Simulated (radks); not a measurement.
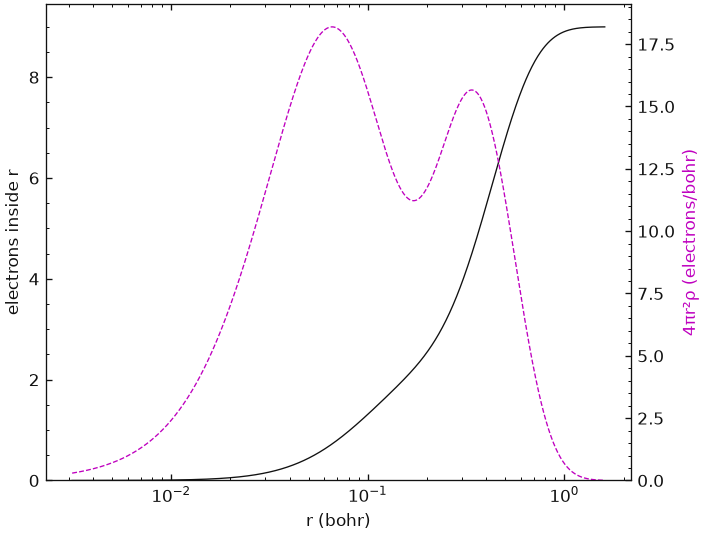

S⁷⁺ (Z = 16, 9 electrons); electrons: [He] 2s2 2p5. All numbers are computed, not measured: non-relativistic Kohn-Sham, LDA (Slater exchange, Perdew-Wang correlation), spin-unpolarised, spherical densities, point nucleus (the in-house radial solver radks).

The plot shows the number of electrons inside radius r (solid) and the radial density 4πr²ρ (dashed).

**Describe it and give its main numbers.**

The count levels off at 9 electrons. Half of them lie within 0.338 bohr, 90 % within 0.662 bohr and 99 % within 1.01 bohr. The radial density has a minimum at 0.171 bohr, where the count stands at 2.2; this parts the shells that the density resolves.
